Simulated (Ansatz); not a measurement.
# GaClF (SMILES [F][Ga][Cl]) at U-revPBE/cc-pVTZ

What is the electronic atomisation energy of GaClF at U-revPBE/cc-pVTZ? 

The calculation is run with Ansatz 0.2.0.

27 further runs of the same task are left out: 27 set aside as unsound or not needed.

**1. Starting point**

GaClF: 3 atoms, total charge 0, spin state doublet. SMILES: `[F][Ga][Cl]`. Geometry: relaxed at PBE0-D4/def2-TZVP.

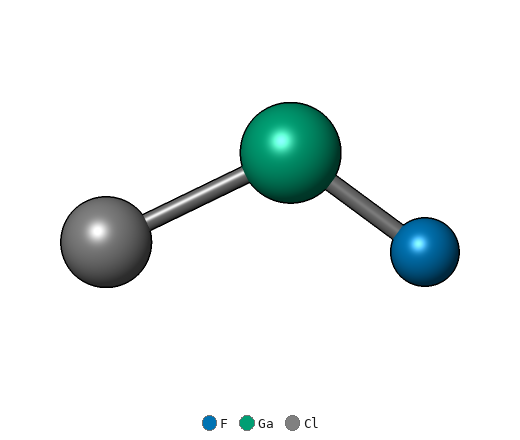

The structure, seen from a chosen angle (fluorine blue, gallium teal, chlorine grey).

**2. A single-point energy at U-revPBE/cc-pVTZ**

File molecule.yaml:

```yaml
basis:
  gaussian:
    orbitals: cc-pVTZ
crystal:
  periodic: [false, false, false]
  atoms:
    - {symbol: F, position_ang: [-1.421100, 0.295900, -0.754800]}
    - {symbol: Ga, position_ang: [0.066400, 0.649600, 0.112200]}
    - {symbol: Cl, position_ang: [1.343900, -1.010300, 0.629300]}
magnetization:
  spin_polarized: true
  initial_magnetization: 1
hamiltonian:
  xc: {name: revPBE}
accuracy: high
output: {orbitals: {seedname: orbitals}}
```

The run is started by

```bash
$ ansatz run molecule.yaml --threads 1 --pin off --max-ram 3480MiB --events-out events.jsonl --progress --plain --runs-dir runs
```

Log:

```text
Warning: RAYON_NUM_THREADS=1 ignored (pool sized by the plan → 1); use --threads N
Functional definition: revPBE
  name "revPBE"
  parameter kappa = 1.245
  parameter beta = 0.06672455060314922
  exchange = pbe_x(kappa = kappa, mu = beta*pi^2/3)
  correlation = pbe_c(beta = beta)
1591 factors; integrals over basis functions are off by at most 4.3e-9 eV
mean field evaluation 1: about -67610.9489 eV, gradient 3.5e1 eV
mean field evaluation 2: about -67542.5453 eV, gradient 1.4e2 eV
mean field evaluation 4: about -67614.2293 eV, gradient 1.1e1 eV
mean field evaluation 8: about -67614.8079 eV, gradient 1.3e-1 eV
mean field evaluation 16: about -67614.8080 eV, gradient 6.3e-5 eV
mean field -67614.80801129 eV, -2484.7983634519 hartree, gradient 1.7e-8 eV, S^2 0.752113; 0 other end points of the search recorded, 0 dependent functions left out
reference -67614.80801527 eV, -2484.7983635983 hartree; 29, 28 occupied and 78, 79 virtual orbitals, 1591 factors
Total energy: -67614.80801527 eV, -2484.7983635983 hartree
```

It took 9.3 s on 1 thread of Arm Neoverse V2, shared host; peak memory 0.26 GiB.

**3. The Cl atom, same level**

File in.yaml:

```yaml
crystal:
  periodic: [false, false, false]
  atoms:
    - {symbol: Cl, position_ang: [0.000000, 0.000000, 0.000000]}
basis:
  gaussian:
    orbitals: cc-pVTZ
magnetization:
  spin_polarized: true
  initial_magnetization: 1
hamiltonian:
  xc: {name: revPBE}
accuracy: high
```

Run the same way, it converges to -460.07317 Eh (log not shown).

**4. The F atom at the same level**

File job.yaml:

```yaml
crystal:
  periodic: [false, false, false]
  atoms:
    - {symbol: F, position_ang: [0.000000, 0.000000, 0.000000]}
basis:
  gaussian:
    orbitals: cc-pVTZ
magnetization:
  spin_polarized: true
  initial_magnetization: 1
hamiltonian:
  xc: {name: revPBE}
accuracy: high
```

Run the same way, it converges to -99.72688 Eh (log not shown).

**5. The Ga atom**

File molecule.yaml:

```yaml
basis:
  gaussian: {orbitals: cc-pVTZ}
crystal:
  periodic: [false, false, false]
  atoms:
    - {symbol: Ga, position_ang: [0.000000, 0.000000, 0.000000]}
magnetization: {spin_polarized: true, initial_magnetization: 1}
hamiltonian: {xc: {name: revPBE}}
accuracy: high
```

Run the same way, it converges to -1924.70557 Eh (log not shown).

**6. Outcome**

Level: U-revPBE/cc-pVTZ.

```
                                    quantity           value
                      molecule: total energy  -2484.79836 Eh
molecule: HOMO energy (highest over α and β)        -6.17 eV
 molecule: LUMO energy (lowest over α and β)        -4.93 eV
                              molecule: ⟨S²⟩           0.752
                       Cl atom: total energy   -460.07317 Eh
                               Cl atom: ⟨S²⟩           0.753
                        F atom: total energy    -99.72688 Eh
                                F atom: ⟨S²⟩           0.751
                       Ga atom: total energy  -1924.70557 Eh
                               Ga atom: ⟨S²⟩           0.753
               electronic atomisation energy        7.966 eV
```

In words: Taking the molecule apart into free atoms costs 7.97 eV (769 kJ/mol), before zero-point energy and without spin-orbit coupling.
